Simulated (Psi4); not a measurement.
# SiF3 (trifluorosilyl): UCAM-B3LYP/aug-cc-pVDZ

Aim: the vertical electron affinity of SiF3 (trifluorosilyl) at UCAM-B3LYP/aug-cc-pVDZ, from 2 runs. 

The calculation is run with Psi4 1.11.

### Step 1. The structure to begin with

The species is SiF3 (4 atoms), meant as a doublet with charge 0. As SMILES, `F[Si](F)F`. The coordinates come from a PBE0-D4/def2-TZVP relaxation.

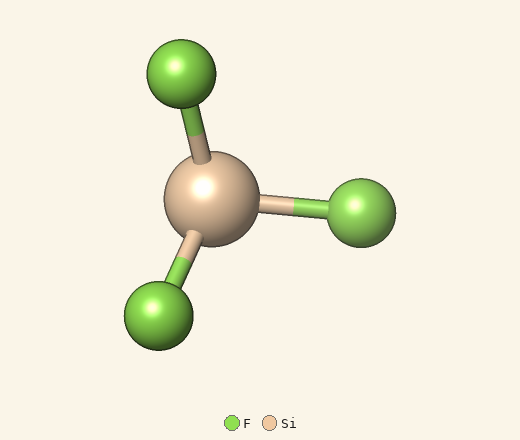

The structure, seen from a chosen angle (fluorine green, silicon light orange).

### Step 2. Energy and forces at UCAM-B3LYP/aug-cc-pVDZ

File calc.py:

```python
import psi4

psi4.set_memory('1600 MB')
psi4.set_num_threads(1)
psi4.core.set_output_file('run.log', False)

mol = psi4.geometry("""
0 2
F      1.48315155    -0.95816673     2.17639758
Si    -0.53432006     0.40262505     0.44272504
F     -1.87887910    -1.68610813    -1.21762613
F      0.93004761     2.24164982    -1.40149648
units bohr
symmetry c1
""")

psi4.set_options({
    'basis': 'aug-cc-pVDZ',
    'reference': 'uks',
    'puream': True,
    'e_convergence': 1e-09,
    'd_convergence': 1e-08,
    'scf_type': 'pk',
    'dft_radial_points': 99,
    'dft_spherical_points': 590,
    'maxiter': 100,
})

energy_value, wavefunction = psi4.gradient('cam-b3lyp', molecule=mol, return_wfn=True)
print('gradient / Eh bohr^-1')
print(energy_value.np.round(6))
print(f'energy = {wavefunction.energy():.10f} Eh')
for k, v in sorted(psi4.core.scalar_variables().items()):
    print(f'{k:45s} {v:18.10f}')
```

Started as:

```bash
$ python calc.py
```

run.log:

```text
[...]
  Running in c1 symmetry.
[...]
  Nuclear repulsion =  176.798451345898798
[...]
  Multiplicity = 2
[...]
  Nalpha       = 21
  Nbeta        = 20
[...]
    Number of basis functions: 96
[...]
   @UKS iter   1:  -588.98886032108771   -4.75426e-01   6.58317e-03 DIIS/ADIIS
[...]
   @UKS iter  11:  -589.11975405790622   -5.79803e-12   5.47240e-09 DIIS
[...]
   @S^2 Observed:                7.510499306E-01
[...]
    Orbital Energies [Eh]
    ---------------------
    Alpha Occupied:
       1A    -66.369668     2A    -24.817964     3A    -24.817948
       4A    -24.817940     5A     -5.503201     6A     -3.862990
       7A     -3.862582     8A     -3.862582     9A     -1.339796
      10A     -1.310802    11A     -1.310780    12A     -0.692733
      13A     -0.616445    14A     -0.616428    15A     -0.588547
      16A     -0.559331    17A     -0.559323    18A     -0.533786
      19A     -0.533767    20A     -0.517047    21A     -0.343343
    Alpha Virtual:
      22A      0.028096    23A      0.028107    24A      0.034473
      25A      0.041183    26A      0.106272    27A      0.106305
[...]
  @UKS Final Energy:  -589.11975405790622
   => Energetics <=
    Nuclear Repulsion Energy =            176.7984513458987976
    One-Electron Energy =               -1170.2403553694016409
    Two-Electron Energy =                 443.7278737824021277
    DFT Exchange-Correlation Energy =     -39.4057238168053914
    Empirical Dispersion Energy =           0.0000000000000000
    VV10 Nonlocal Energy =                  0.0000000000000000
    Total Energy =                       -589.1197540579062206
[...]
 Multipole Moments:
 ------------------------------------------------------------------------------------
     Multipole            Electronic (a.u.)      Nuclear  (a.u.)        Total (a.u.)
 ------------------------------------------------------------------------------------
 L = 1.  Multiply by 2.5417464519 to convert [e a0] to [Debye]
 Dipole X            :          0.0261994           -0.3567990           -0.3305996
 Dipole Y            :         -0.0199286            0.2688580            0.2489294
 Dipole Z            :         -0.0218455            0.2956353            0.2737898
 Magnitude           :                                                    0.4962084
[...]
  -Total Gradient:
     Atom            X                  Y                   Z
    ------   -----------------  -----------------  -----------------
       1       -0.021121733028     0.014277868068    -0.017297490981
       2        0.023408067346    -0.017670170917    -0.019421199854
       3        0.013266957183     0.021801648140     0.017427747127
       4       -0.015484893688    -0.018433519511     0.019332380905
[...]
```

The script printed:

```text
gradient / Eh bohr^-1
[[-0.021122  0.014278 -0.017297]
 [ 0.023408 -0.01767  -0.019421]
 [ 0.013267  0.021802  0.017428]
 [-0.015485 -0.018434  0.019332]]
energy = -589.1197540579 Eh
CURRENT ENERGY                                   -589.1197540579
CURRENT REFERENCE ENERGY                         -589.1197540579
DD SOLVATION ENERGY                                 0.0000000000
DFT FUNCTIONAL TOTAL ENERGY                      -589.1197540579
DFT TOTAL ENERGY                                 -589.1197540579
DFT VV10 ENERGY                                     0.0000000000
DFT XC ENERGY                                     -39.4057238168
GRID ELECTRONS ALPHA                               20.9999989111
GRID ELECTRONS BETA                                19.9999989265
GRID ELECTRONS TOTAL                               40.9999978375
NUCLEAR REPULSION ENERGY                          176.7984513459
ONE-ELECTRON ENERGY                             -1170.2403553694
PCM POLARIZATION ENERGY                             0.0000000000
PE ENERGY                                           0.0000000000
SCF ITERATION ENERGY                             -589.1197540579
SCF ITERATIONS                                     11.0000000000
SCF TOTAL ENERGY                                 -589.1197540579
TWO-ELECTRON ENERGY                               443.7278737824
XC GRID RADIAL POINTS                              99.0000000000
XC GRID SPHERICAL POINTS                          590.0000000000
XC GRID TOTAL POINTS                           228399.0000000000
```

It took 68 s on 1 thread of AMD EPYC 7R43 (Zen 3), shared host; peak memory 0.81 GiB.

### Step 3. The singlet anion

File input.inp:

```
memory 1600 mb

molecule {
  -1 1
  F      0.784850    -0.507040     1.151700
  Si    -0.282750     0.213060     0.234280
  F     -0.994260    -0.892250    -0.644340
  F      0.492160     1.186230    -0.741640
  symmetry c1
}

set globals {
  basis                aug-cc-pVDZ
  reference            rks
  puream               true
  e_convergence        1e-09
  d_convergence        1e-08
  scf_type             pk
  dft_radial_points    99
  dft_spherical_points 590
}

result, w = gradient('cam-b3lyp', return_wfn=True)
oeprop(w, 'LOWDIN_CHARGES', 'DIPOLE', 'QUADRUPOLE')
print_variables()
```

Started as:

```bash
$ psi4 -n 1 input.inp input.out
```

input.out:

```text
[...]
  Running in c1 symmetry.
[...]
  Nuclear repulsion =  176.798451223300987
[...]
  Multiplicity = 1
[...]
  Nalpha       = 21
  Nbeta        = 21
[...]
    Number of basis functions: 96
[...]
   @RKS iter   1:  -588.99726006632716   -4.83826e-01   7.32879e-03 ADIIS/DIIS
[...]
   @RKS iter  11:  -589.18361680021508   -1.88720e-11   5.73631e-09 DIIS
[...]
    Orbital Energies [Eh]
    ---------------------
    Doubly Occupied:
       1A    -66.071493     2A    -24.582185     3A    -24.582177
       4A    -24.582168     5A     -5.209337     6A     -3.569690
       7A     -3.569690     8A     -3.563982     9A     -1.105359
      10A     -1.077675    11A     -1.077658    12A     -0.456507
      13A     -0.385368    14A     -0.385354    15A     -0.352872
      16A     -0.331315    17A     -0.331306    18A     -0.306523
      19A     -0.306507    20A     -0.291570    21A     -0.031765
[...]
  @RKS Final Energy:  -589.18361680021508
   => Energetics <=
    Nuclear Repulsion Energy =            176.7984512233009866
    One-Electron Energy =               -1180.3349269923410247
    Two-Electron Energy =                 453.9125271526773986
    DFT Exchange-Correlation Energy =     -39.5596681838524589
    Empirical Dispersion Energy =           0.0000000000000000
    VV10 Nonlocal Energy =                  0.0000000000000000
    Total Energy =                       -589.1836168002150771
[...]
  -Total Gradient:
     Atom            X                  Y                   Z
    ------   -----------------  -----------------  -----------------
       1       -0.060766638496     0.042422463451    -0.021343238233
       2        0.099916161187    -0.075334341900    -0.082823201262
       3        0.010055022733     0.057842354564     0.050159978890
       4       -0.049135149543    -0.024954410165     0.054049249029
[...]
 Multipole Moments:
 ------------------------------------------------------------------------------------
     Multipole            Electronic (a.u.)      Nuclear  (a.u.)        Total (a.u.)
 ------------------------------------------------------------------------------------
 L = 1.  Multiply by 2.5417464519 to convert [e a0] to [Debye]
 Dipole X            :          1.1829742           -0.3567990            0.8261752
 Dipole Y            :         -0.8917092            0.2688580           -0.6228512
 Dipole Z            :         -0.9804068            0.2956353           -0.6847716
 Magnitude           :                                                    1.2407341
 L = 2.  Multiply by 1.3450342976 to convert [e a0^2] to [Debye ang]
 Quadrupole XX       :        -91.4543313           63.1802156          -28.2741158
 Quadrupole XY       :        -31.0824151           31.6025598            0.5201447
[...]
```

Wall time 68 s (1 thread of AMD EPYC 7R43 (Zen 3), shared host); peak memory 0.82 GiB.

### Step 4. Summary of results

Level: UCAM-B3LYP/aug-cc-pVDZ.

| quantity | value |
| --- | --- |
| doublet SiF3: total energy | -589.11975 Eh |
| doublet SiF3: dipole moment | 1.26 D |
| doublet SiF3: HOMO energy (highest over α and β) | -9.34 eV |
| doublet SiF3: LUMO energy (lowest over α and β) | -2.82 eV |
| doublet SiF3: ⟨S²⟩ | 0.751 |
| doublet SiF3: largest force on an atom | 1.809 eV/Å |
| singlet anion: total energy | -589.18362 Eh |
| singlet anion: HOMO energy | -0.86 eV |
| singlet anion: LUMO energy | 4.43 eV |
| singlet anion: HOMO–LUMO gap (to an unbound level, set by the basis) | 5.30 eV |
| singlet anion: largest force on an atom | 7.716 eV/Å |
| vertical electron affinity (to the singlet anion) | 1.738 eV |

What this shows: At fixed nuclei the extra electron is bound by 1.74 eV (168 kJ/mol). The largest force (doublet SiF3) is 1.81 eV/Å: the shape isn't a stationary point for this species at this level.
